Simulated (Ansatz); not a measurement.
# Frequency calculation, with input and output: Si$_{2}$NH$_{7}$

The run: frequency calculation of Si$_{2}$NH$_{7}$. Method and program: RHF/def2-SVP (Ansatz 0.2.0).

It belongs to a series of runs on one base structure; here: vibrations at the highest image of the band.

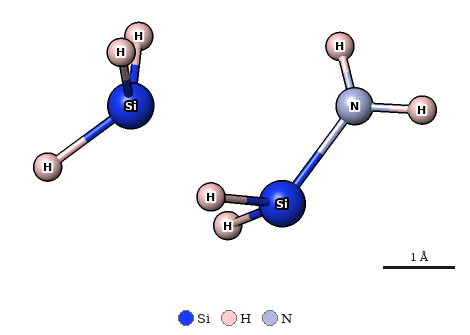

The structure as given in the input (ball-and-stick view, seen on its broad side). Bond lengths as drawn: H–N 1.00 Å, H–Si 1.48 to 1.51 Å and N–Si 1.73 Å.

Input
```yaml
crystal:
  periodic: [false, false, false]
  atoms:
    - { symbol: Si, position_ang: [0.451142, 0.137864, -0.623053] }
    - { symbol: Si, position_ang: [0.946129, -0.014542, 1.89003] }
    - { symbol: H, position_ang: [-0.396063, -0.032795, 2.526993] }
    - { symbol: H, position_ang: [1.678861, -1.26592, 2.185193] }
    - { symbol: H, position_ang: [1.68938, 1.145821, 2.433961] }
    - { symbol: H, position_ang: [1.742734, 0.359789, 0.129146] }
    - { symbol: "N", position_ang: [-0.694912, 1.419999, -0.442079] }
    - { symbol: H, position_ang: [-1.347312, 1.531747, 0.307802] }
    - { symbol: H, position_ang: [-0.884323, 2.040716, -1.202265] }
    - { symbol: H, position_ang: [-0.046937, -1.193182, -0.197125] }
basis:
  gaussian: { orbitals: def2-SVP }
hamiltonian:
  xc: hf
phonons: {}
```

Hardware: 1 thread of AMD EPYC (Zen 5), 32 GiB of memory available, shared host.

Command:
```bash
ansatz run input.yaml --threads 1 --pin off --max-ram 2048MiB --backend cpu --events-out ev --progress --plain --runs-dir out
```

Output
```
Engine: ansatz 0.2.0, x86_64-unknown-linux-gnu
Functional definition: HF
  exchange = exact_x
  correlation = 0
894 factors; integrals over basis functions are off by at most 2.8e-4 eV
mean field evaluation 1: about -17305.9895 eV, gradient 2.9e1 eV
mean field evaluation 2: about -17306.0150 eV, gradient 2.9e1 eV
mean field evaluation 4: about -17308.3107 eV, gradient 2.8e0 eV
mean field evaluation 8: about -17308.3518 eV, gradient 1.1e-1 eV
mean field -17308.35188854 eV, -636.0701998816 hartree, gradient 9.4e-6 eV, S^2 0.000000; 0 other end points of the search recorded, 0 dependent functions left out
the calculation of the forces begins
reference -17308.35188854 eV, -636.0701998816 hartree; 21, 21 occupied and 64, 64 virtual orbitals, 894 factors
these checks for a lower state are left out or cut short: stability, starts, cluster_reference, orbital_swaps, neighbouring_geometries, increment
894 factors; integrals over basis functions are off by at most 2.8e-4 eV
mean field evaluation 16: about -17308.3518 eV, gradient 2.0e-4 eV
mean field -17308.35180454 eV, -636.0701967946 hartree, gradient 1.9e-6 eV, S^2 0.000000; 0 other end points of the search recorded, 0 dependent functions left out
[... from here on the field's lines of each further geometry are left out, up to the last ...]
the calculation of the forces begins
reference -17308.35189649 eV, -636.0702001738 hartree; 21, 21 occupied and 64, 64 virtual orbitals, 894 factors
these checks for a lower state are left out or cut short: stability, starts, cluster_reference, orbital_swaps, neighbouring_geometries, increment
894 factors; integrals over basis functions are off by at most 2.8e-4 eV
mean field -17308.35187325 eV, -636.0701993197 hartree, gradient 1.2e-6 eV, S^2 0.000000; 0 other end points of the search recorded, 0 dependent functions left out
the calculation of the forces begins
reference -17308.35187325 eV, -636.0701993197 hartree; 21, 21 occupied and 64, 64 virtual orbitals, 894 factors
WARN: phonons: modes at or below zero, which the zero-point energy, F, S and C_V leave out: 1, the lowest at -1113.96 cm⁻¹. A minimum has none, and a first-order saddle one
Total energy: -17308.35188854 eV, -636.0701998816 hartree
Atom 0 at     0.451142     0.137864    -0.623053 Å, force     0.003946     0.009223    -0.010735 eV/Å
Atom 1 at     0.946129    -0.014542     1.890030 Å, force    -0.005126    -0.001879     0.008795 eV/Å
Atom 2 at    -0.396063    -0.032795     2.526993 Å, force     0.011438    -0.000612    -0.005550 eV/Å
Atom 3 at     1.678861    -1.265920     2.185193 Å, force    -0.001602     0.002890    -0.002083 eV/Å
Atom 4 at     1.689380     1.145821     2.433961 Å, force    -0.001437    -0.002508    -0.003588 eV/Å
Atom 5 at     1.742734     0.359789     0.129146 Å, force    -0.012777    -0.000314     0.002287 eV/Å
Atom 6 at    -0.694912     1.419999    -0.442079 Å, force    -0.000976    -0.003922     0.021718 eV/Å
Atom 7 at    -1.347312     1.531747     0.307802 Å, force     0.003372     0.001773    -0.014219 eV/Å
Atom 8 at    -0.884323     2.040716    -1.202265 Å, force     0.003853    -0.006263    -0.001280 eV/Å
Atom 9 at    -0.046937    -1.193182    -0.197125 Å, force    -0.000690     0.001611     0.004654 eV/Å
Dipole moment:    -0.202386     0.173046     0.073888 e Å
Vibrations: -1113.96 140.12 180.49 255.99 283.21 390.73 551.15 593.39 645.01 745.83 879.33 925.06 954.93 1006.44 1046.63 1092.47 1701.67 2209.93 2299.12 2314.17 2331.78 2342.38 3802.95 3903.33 cm⁻¹, zero-point energy 1.896717 eV
```

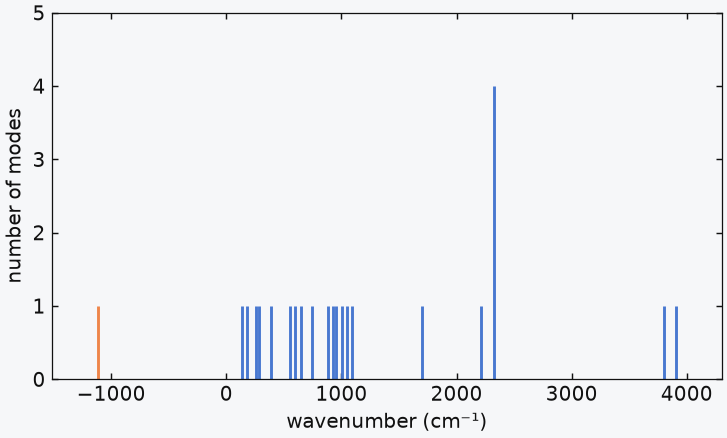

Harmonic vibrational wavenumbers from the force constants; neighbouring modes closer than 23 cm⁻¹ are counted in one stick, and imaginary ones are drawn at negative wavenumbers. 24 modes from 1114i to 3903 cm⁻¹, 1 imaginary beyond 8i (1114i cm⁻¹): a first-order saddle point, if the geometry is stationary.

Summary

```csv
quantity,value
outcome,converged
total energy,−17308.3519 eV
mean-field energy,−17308.3519 eV
largest force (length of the vector),0.022 eV/Å
wall time,34 s
peak memory,0.17 GiB
```
